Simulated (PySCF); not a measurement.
# BGeH₆P: geometry, electronic excitations

Aim: predict the electronic excitations of BGeH₆P (`B[PH][GeH3]`).

Computed with PySCF 2.14.0, with density-fitted response routines of our own, on a single molecule in the gas phase. Atoms count from 0, in the outputs and in this text.

## (1) Starting geometry

9 atoms, charge 0, multiplicity 1; geometry from: GFN2-xTB. The atoms were then displaced at random by about 0.01 Å, so the start is not that level's minimum.

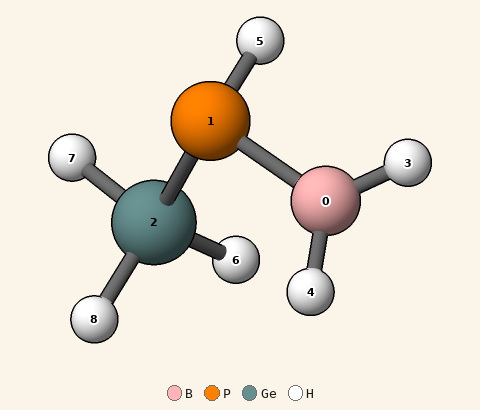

As it starts; boron pink, phosphorus orange, germanium teal, hydrogen white, atoms numbered; sticks join atoms by distance.

## (2) Geometry optimisation at PBE0-D3(BJ)/def2-SVP

What the job is given:

```
{"job": {"xc": "PBE0", "basis": "def2-SVP", "d3": "d3bj", "grid": 1, "shake": 0.01, "kind": "geom"}, "charge": 0, "multiplicity": 1}
B     -1.715540    -0.377350    -0.280480
P     -0.625300     0.301700     1.023070
Ge     1.339860     0.424510    -0.110610
H     -2.375800    -1.283890    -0.090690
H     -1.851290     0.244270    -1.292170
H     -0.338230    -0.824050     1.765070
H      1.801150    -0.779730    -0.897340
H      2.474640     0.687500     0.883700
H      1.348320     1.589890    -1.034260
```

The run is started by

```
> OMP_NUM_THREADS=1 python probes_run.py task.json out
```

One launch serves the whole session: the jobs run in the order shown.

What it wrote:

```text
step   0  E = -2445.96684451  max force = 0.030644
step   1  E = -2445.97420644  max force = 0.005231
step   2  E = -2445.97461671  max force = 0.001247
step   3  E = -2445.97470875  max force = 0.001347
step   4  E = -2445.97478094  max force = 0.001657
step   5  E = -2445.97481541  max force = 0.000972
step   6  E = -2445.97484472  max force = 0.000350
step   7  E = -2445.97486473  max force = 0.000745
step   8  E = -2445.97487535  max force = 0.000727
step   9  E = -2445.97488134  max force = 0.000526
step  10  E = -2445.97488776  max force = 0.000302
optimisation converged
```

Wall time 35 s (1 thread of Arm Neoverse V1, shared host); peak memory 0.39 GiB.

Relaxation path:

```csv
step,energy from step 0 (eV),largest force component (eV/Å)
0,0.0000,1.5758
1,-0.2003,0.2690
2,-0.2115,0.0641
3,-0.2140,0.0693
4,-0.2160,0.0852
5,-0.2169,0.0500
6,-0.2177,0.0180
7,-0.2182,0.0383
8,-0.2185,0.0374
9,-0.2187,0.0270
10,-0.2189,0.0155
```

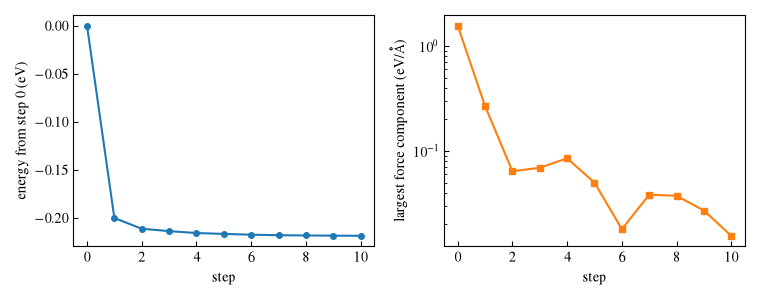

Energy and largest force along the relaxation.

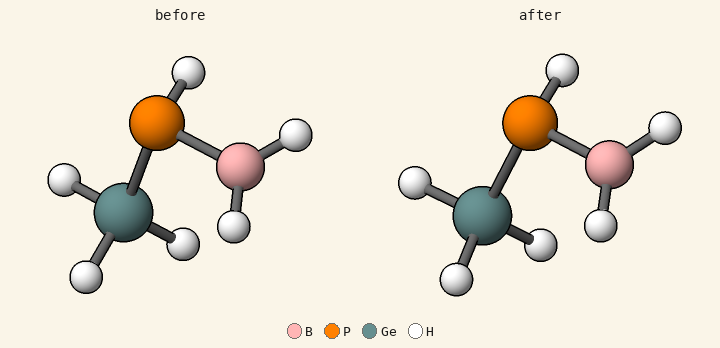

Before and after, at one scale.

Distances of close pairs at the start and the end, largest changes first:

```csv
bond,before (Å),after (Å),change (Å)
B0–H3,1.137,1.206,+0.068
Ge2–H8,1.487,1.535,+0.048
P1–H5,1.379,1.419,+0.041
P1–Ge2,2.272,2.305,+0.033
Ge2–H6,1.511,1.538,+0.028
B0–P1,1.830,1.852,+0.022
B0–H4,1.195,1.208,+0.013
Ge2–H7,1.532,1.538,+0.006
```

The final coordinates are the input of the step that follows.

```csv
at the end point,value
point group (found at 0.08 Å tolerance),C1
"rotational constants (GHz, main isotopes)","14.172, 2.492, 2.223"
dipole moment (D),1.15
```

## (3) Excited states and response: PBE0/aug-cc-pVTZ

What the job is given:

```
{"job": {"kind": "uv", "xc": "PBE0", "basis": "aug-cc-pVTZ"}, "charge": 0, "multiplicity": 1}
B     -1.889803    -0.461260    -0.280066
P     -0.640783     0.058637     0.984201
Ge     1.332633     0.475597    -0.131301
H     -2.686436    -1.329615    -0.024204
H     -1.984430     0.183910    -1.296724
H     -0.358774    -1.092880     1.764703
H      1.871070    -0.765592    -0.863696
H      2.372110     0.950879     0.897531
H      1.030481     1.595848    -1.136681
```

With the program's defaults for keys left out, this is: TDDFT PBE0/aug-cc-pVTZ, vertical, gas phase, core orbitals frozen in the response.

What it wrote:

```text
coarse grid: 33840 points
cycle   1  E = -2446.3900302431  dE = -6.574e-01  |g| = 4.644e-01  |ddm| = 5.805e+00
cycle   2  E = -2446.3838467631  dE =  6.183e-03  |g| = 4.826e-01  |ddm| = 1.354e+00
cycle   3  E = -2446.4183500171  dE = -3.450e-02  |g| = 3.643e-02  |ddm| = 6.936e-01
cycle   4  E = -2446.4187156609  dE = -3.656e-04  |g| = 1.827e-02  |ddm| = 9.381e-02
cycle   5  E = -2446.4188342786  dE = -1.186e-04  |g| = 3.980e-03  |ddm| = 3.802e-02
cycle   6  E = -2446.4188391607  dE = -4.882e-06  |g| = 1.112e-03  |ddm| = 8.635e-03
final grid: 68408 points
cycle   7  E = -2446.4188114118  dE =  7.770e-08  |g| = 1.332e-03  |ddm| = 9.790e-03
cycle   8  E = -2446.4188110475  dE =  3.642e-07  |g| = 1.709e-03  |ddm| = 4.964e-03
cycle   9  E = -2446.4188120427  dE = -9.951e-07  |g| = 1.286e-04  |ddm| = 2.782e-03
cycle  10  E = -2446.4188120481  dE = -5.447e-09  |g| = 2.371e-05  |ddm| = 2.480e-04
cycle  11  E = -2446.4188120483  dE = -1.519e-10  |g| = 4.218e-06  |ddm| = 4.263e-05
converged SCF energy = -2446.4188120483

Static polarisability (au): isotropic 79.769, principal 64.952 75.361 98.994

Singlet excitations
state   eV       nm        f      main configurations
  1   4.6213    268.3   0.08157   H->L 0.93
  2   5.5319    224.1   0.06716   H-1->L 0.91
  3   6.0124    206.2   0.02084   H-2->L 0.68, H->L+2 0.16, H-3->L 0.09
  4   6.0465    205.1   0.02147   H->L+1 0.54, H->L+2 0.26, H-2->L 0.13
  5   6.1489    201.6   0.05452   H->L+2 0.51, H->L+1 0.36
  6   6.5337    189.8   0.02519   H->L+3 0.58, H->L+4 0.21
  7   6.8542    180.9   0.00600   H-3->L 0.79, H-2->L 0.12
  8   6.8966    179.8   0.05100   H->L+4 0.70, H->L+3 0.20
  9   7.0370    176.2   0.01121   H->L+5 0.56, H->L+6 0.28
 10   7.1334    173.8   0.02258   H->L+6 0.56, H->L+5 0.23, H->L+3 0.09

Triplet excitations (Tamm-Dancoff, eV): 3.2834 4.8737 5.3380 5.4658
```

It took 39 s on 1 thread of Arm Neoverse V1, shared host; peak memory 1 GiB.

Frontier orbitals and where they lie:

```csv
orbital,eV,atoms
HOMO−3,-9.91,"H8 28 %, Ge2 24 %, B0 14 %"
HOMO−2,-9.53,"B0 29 %, P1 19 %, H4 16 %"
HOMO−1,-8.77,"P1 26 %, B0 22 %, Ge2 19 %"
HOMO,-7.35,"P1 48 %, B0 21 %, Ge2 11 %"
LUMO,-1.84,"B0 43 %, P1 23 %, H3 9 %"
LUMO+1,-0.24,"H6 18 %, H5 15 %, H7 15 %"
LUMO+2,-0.11,"Ge2 40 %, P1 16 %, H5 13 %"
```

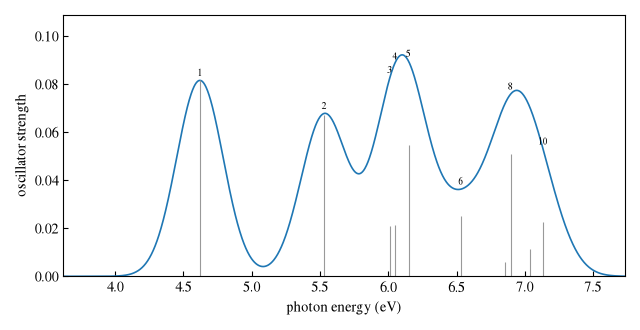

Absorption spectrum from the 10 singlet states computed; above the last one it falls off for lack of states. Lines are broadened to a width of 0.40 eV (Gaussian).

Further results of this job:

```csv
property,computed
dipole moment (D),1.08
polarisability (Å³),11.82
HOMO–LUMO gap (eV),5.50
−ε(HOMO) (eV),7.35
```

## (4) Ultraviolet spectrum: PBE0/def2-TZVPD

Same as in step 3 but for these lines:

```diff
@@ -1,2 +1,2 @@
-{"job": {"kind": "uv", "xc": "PBE0", "basis": "aug-cc-pVTZ"}, "charge": 0, "multiplicity": 1}
+{"job": {"kind": "uv", "xc": "PBE0", "basis": "def2-TZVPD"}, "charge": 0, "multiplicity": 1}
 B     -1.889803    -0.461260    -0.280066
```

Level: TDDFT PBE0/def2-TZVPD, vertical, gas phase, core orbitals frozen in the response.

What it wrote:

```text
coarse grid: 33840 points
cycle   1  E = -2446.3389589118  dE = -6.616e-01  |g| = 6.459e-01  |ddm| = 2.302e+00
cycle   2  E = -2446.3224788219  dE =  1.648e-02  |g| = 7.626e-01  |ddm| = 8.324e-01
cycle   3  E = -2446.3764636099  dE = -5.398e-02  |g| = 2.888e-02  |ddm| = 4.646e-01
cycle   4  E = -2446.3766131900  dE = -1.496e-04  |g| = 1.731e-02  |ddm| = 3.978e-02
cycle   5  E = -2446.3767183893  dE = -1.052e-04  |g| = 4.124e-03  |ddm| = 1.846e-02
cycle   6  E = -2446.3767231378  dE = -4.749e-06  |g| = 1.196e-03  |ddm| = 4.424e-03
final grid: 68408 points
cycle   7  E = -2446.3767130321  dE =  1.850e-07  |g| = 1.500e-03  |ddm| = 3.899e-03
cycle   8  E = -2446.3767125162  dE =  5.159e-07  |g| = 2.019e-03  |ddm| = 2.996e-03
cycle   9  E = -2446.3767137663  dE = -1.250e-06  |g| = 1.364e-04  |ddm| = 1.693e-03
cycle  10  E = -2446.3767137720  dE = -5.715e-09  |g| = 2.292e-05  |ddm| = 1.315e-04
cycle  11  E = -2446.3767137722  dE = -1.228e-10  |g| = 4.070e-06  |ddm| = 1.887e-05
converged SCF energy = -2446.3767137722

Static polarisability (au): isotropic 79.306, principal 64.450 74.897 98.570

Singlet excitations
state   eV       nm        f      main configurations
  1   4.6169    268.5   0.08074   H->L 0.93
  2   5.5252    224.4   0.06678   H-1->L 0.91
  3   6.0142    206.2   0.01489   H-2->L 0.82, H-3->L 0.11
  4   6.1470    201.7   0.04169   H->L+2 0.47, H->L+1 0.43
  5   6.2392    198.7   0.04286   H->L+1 0.47, H->L+2 0.45
  6   6.5911    188.1   0.02374   H->L+3 0.88
  7   6.8502    181.0   0.00592   H-3->L 0.79, H-2->L 0.12
  8   7.0921    174.8   0.06173   H->L+4 0.89
  9   7.1625    173.1   0.02653   H-4->L 0.95
 10   7.3029    169.8   0.00931   H->L+5 0.79, H->L+6 0.08

Triplet excitations (Tamm-Dancoff, eV): 3.2599 4.8632 5.3324 5.4629
```

Run time: 20 s. Hardware: 1 thread of Arm Neoverse V1, shared host; peak memory 0.85 GiB.

In short: HOMO -7.34 eV, LUMO -1.84 eV; lowest singlet 4.62 eV.

## (5) Comparing the runs: electronic excitations

Excitations and ground-state properties, with basis size and wall time:

```csv
run,lowest singlet (eV),brightest (eV),f,gap (eV),α (Å³),μ (D),functions,time
PBE0/aug-cc-pVTZ,4.62,4.62,0.082,5.50,11.82,1.08,293,39 s
PBE0/def2-TZVPD,4.62,4.62,0.081,5.50,11.75,1.07,188,20 s
```

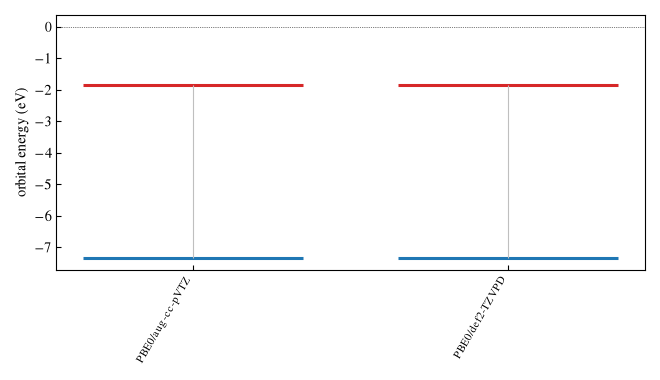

HOMO (blue) and LUMO (red) run by run.

## (6) Outcome

```
                            quantity                        value
                         point group                           C1
rotational constants (main isotopes)        14.17, 2.49, 2.22 GHz
   lowest singlet (PBE0/aug-cc-pVTZ)  4.62 eV (268 nm), f = 0.082
                      lowest triplet                      3.28 eV
         range of the lowest singlet              4.62 to 4.62 eV
```

The start of the PBE0/def2-SVP relaxation was shaken at random by about 0.01 Å, so part of the energy gained, and of the first lengths quoted, undoes that. Over 10 steps the energy fell by 0.219 eV; of the close pairs, B0–H3 changed most, 1.137 to 1.206 Å. The lowest singlet, at 4.62 eV, is HOMO→LUMO 0.93 and is bright. The lowest triplet lies 1.34 eV below the lowest singlet (triplets in Tamm-Dancoff, singlets in full TDDFT).
